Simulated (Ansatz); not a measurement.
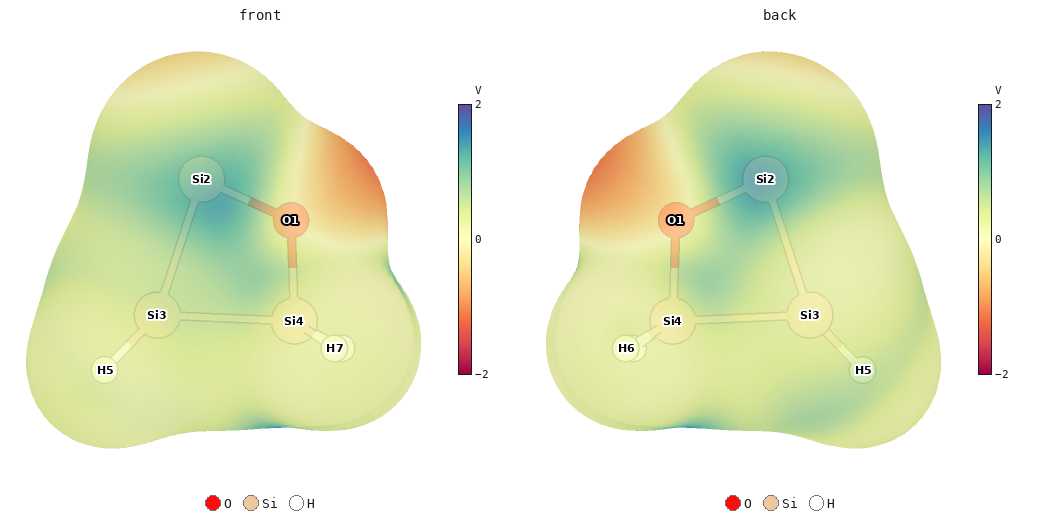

The picture shows: H3OSi3 (SMILES O1[Si]=[SiH][SiH2]1) (doublet). The electrostatic potential painted on the density surface at 0.002 e/bohr³, seen from the front and from behind; the colour scale runs from red (negative) to blue (positive).

Geometry: B3LYP-D3(BJ)/def2-SVP.

Level of theory: isolated molecule in a Gaussian basis; Kohn-Sham density functional theory, functional PBE0 in Ansatz 0.2.0.

The calculation's input:

```
crystal:
  periodic: [false, false, false]
  atoms:
    - symbol: O
      position_ang: [-1.229924, -0.759405, -0.147895]
    - symbol: Si
      position_ang: [-1.174032, -2.329732, 0.464739]
    - symbol: Si
      position_ang: [-1.002204, -2.931722, -1.911311]
    - symbol: Si
      position_ang: [-0.939687, -0.582388, -1.838114]
    - symbol: H
      position_ang: [-0.071990, -3.747006, -2.764691]
    - symbol: H
      position_ang: [-2.040499, 0.222425, -2.443643]
    - symbol: H
      position_ang: [0.337386, 0.162491, -2.046002]
basis:
  gaussian:
    orbitals: def2-TZVPD
output: {forces: true, orbitals: {seedname: orbitals}}
magnetization:
  spin_polarized: true
  initial_magnetization: 1
hamiltonian:
  xc: pbe0
```

Command:

```sh
ansatz run input.yaml --threads 2 --pin off --max-ram 4350MiB --events-out events.jsonl --progress --plain --runs-dir runs
```

Where is the surface potential most negative and most positive?

The most negative region (about −1.0 V, or −23 kcal/mol for a unit charge) lies over O1, the most positive (about +1.5 V, or +35 kcal/mol for a unit charge) over Si4. O1 is the likeliest acceptor of a hydrogen bond.

How polar is the molecule by this calculation?

Its dipole moment is 0.90 D.
